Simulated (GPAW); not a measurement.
Band structure of MnAlGe (P4/nmm, 6 atoms in the cell).

```
MnAlGe
1.0
    3.85818     0.00000     0.00000
    0.00000     3.85818     0.00000
    0.00000     0.00000     5.98519
Mn Al Ge
2 2 2
Cartesian
  1.92909   1.92909   0.00000
  0.00000   0.00000   0.00000
  0.00000   1.92909   4.19412
  1.92909   0.00000   1.79107
  1.92909   0.00000   4.29366
  0.00000   1.92909   1.69153
```
Moments meant for the start (each program seeds them in its own way; μB, in the order of the atoms Mn Mn Al Al Ge Ge): 4.0 4.0 0.0 0.0 0.0 0.0.

Method: PBEsol, GPAW PAW datasets PBEsol (made by gpaw-setup) (plane waves; GPAW 25.7.0).

Settings: spinpol = true; mode = pw; ecut = 850 eV; xc = PBEsol; kpts = 5 5 3; mesh shift (steps) = 0 0 0; occupations.name = methfessel-paxton; occupations.width = 0.1 eV; occupations.order = 0; nbands = -14; convergence.forces = 0.001 eV/Å; symmetry.symmorphic = false; symmetry.tolerance = 0.0005; maxiter = 100.

The starting cell comes from a database of computed structures (which also holds hypothetical and non-ambient phases and stackings), without a prior relaxation at this level. The magnetic order is the one reached from the typed start; others were not searched systematically.

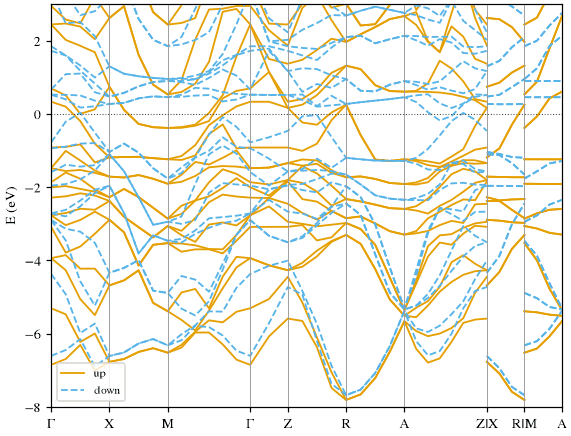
Bands along the path, energies from the Fermi level.

Levels in eV from the Fermi level, bands 21 to 28 of the first spin channel:
| point | 21 | 22 | 23 | 24 | 25 | 26 | 27 | 28 |
|---|---|---|---|---|---|---|---|---|
| Γ | -1.48 | -1.48 | -0.92 | 0.33 | 0.70 | 2.45 | 2.45 | 2.95 |
| X | -1.71 | -1.71 | -1.19 | -1.19 | 0.74 | 0.74 | 2.62 | 2.62 |
| M | -1.90 | -1.90 | -1.24 | -1.24 | -0.38 | -0.38 | 0.53 | 0.53 |
| Z | -1.34 | -1.34 | -0.92 | 0.17 | 0.17 | 0.33 | 1.37 | 1.87 |
| R | -1.73 | -1.73 | 0.25 | 0.25 | 1.32 | 1.32 | 1.97 | 1.97 |
| A | -1.91 | -1.91 | -1.24 | -1.24 | 0.61 | 0.61 | 2.67 | 2.67 |

Bands cross the Fermi level along this path, so the cell is metallic at this level.

The net moment of the cell came out as 4.20 μB.
